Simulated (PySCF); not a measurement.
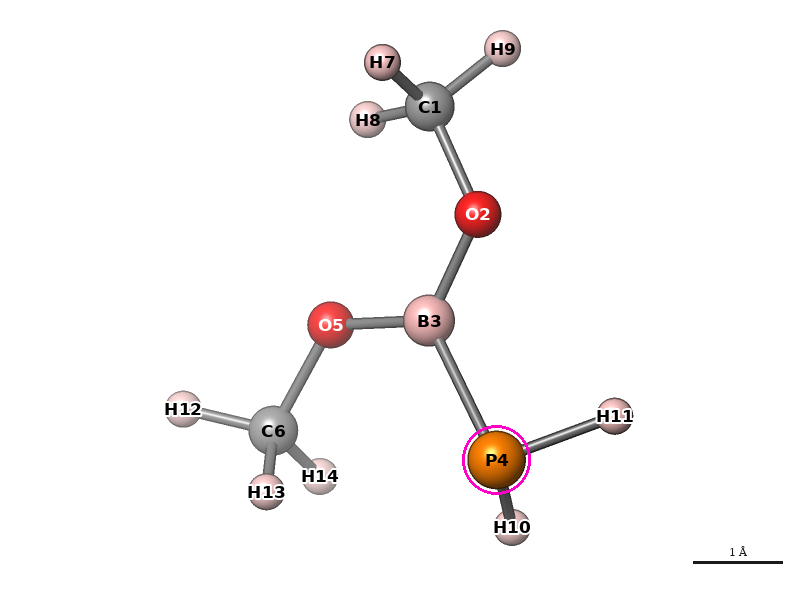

Orthographic view. Atoms fade into the background with distance from the viewer. Computed geometry: PBE0-D3(BJ)/def2-SVP optimisation. No frequency run is at hand to confirm it as a minimum.

Which atoms are bonded to the circled atom?

The circled atom is P4; it is bonded to B3, H10, H11.

Of C6 and H13, which is nearer the viewer?

H13; the bond to C6 points away from the viewer, so it looks shorter than its 1.10 Å.

Which atom is farthest from the viewer?

H14, 1.6 Å behind the mean position.

What is the shortest path along bonds from the circled atom to C1?

P4–B3–O2–C1, 3 bonds; through space the two are 4.18 Å apart.
